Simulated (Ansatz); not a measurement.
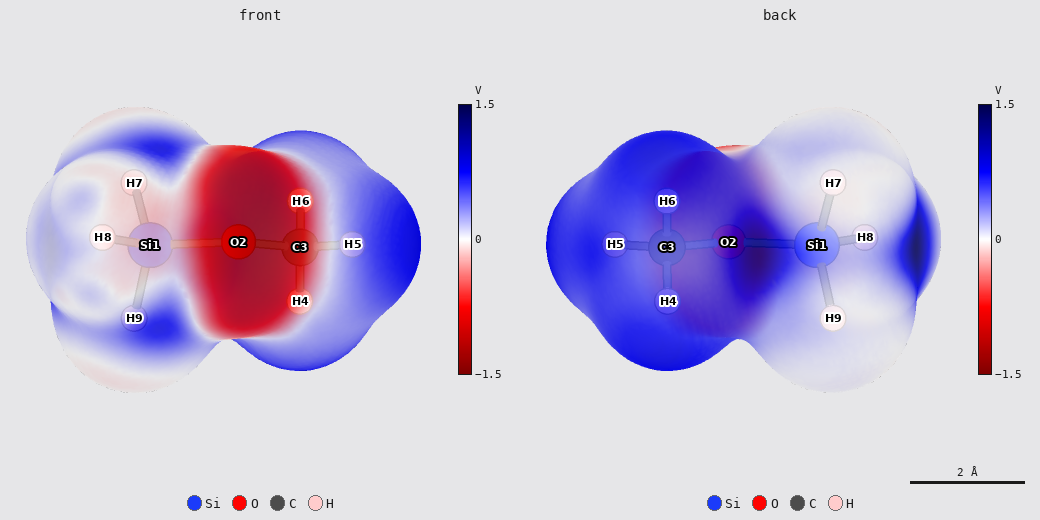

The picture shows: CH6OSi. The electrostatic potential painted on the density surface at 0.002 e/bohr³, seen from the front and from behind; red is negative and blue positive.

Geometry: PBE0-D4/def2-TZVP.

The calculation used RKS PBE0-D4/def2-TZVP (Ansatz 0.2.0).

```yaml
atoms:
  - { symbol: Si, position_ang: [-0.3825, 0.6131, -1.0999] }
  - { symbol: O, position_ang: [-0.3065, 0.5033, 0.5365] }
  - { symbol: C, position_ang: [0.3486, -0.5569, 1.1919] }
  - { symbol: H, position_ang: [-0.0952, -1.5256, 0.9335] }
  - { symbol: H, position_ang: [0.2487, -0.4083, 2.2684] }
  - { symbol: H, position_ang: [1.4161, -0.5848, 0.9435] }
  - { symbol: H, position_ang: [0.9837, 0.6862, -1.6916] }
  - { symbol: H, position_ang: [-1.1420, 1.8479, -1.4022] }
  - { symbol: H, position_ang: [-1.0708, -0.5749, -1.6801] }
```

### Which sites attract a positive test charge, and which a negative one?

A positive charge is drawn to the negative regions and a negative charge to the positive ones. The most negative region (about −1.2 V, or −28 kcal/mol for a unit charge) lies over O2, the most positive (about +1.3 V, or +30 kcal/mol for a unit charge) over Si1. O2 is the likeliest acceptor of a hydrogen bond.
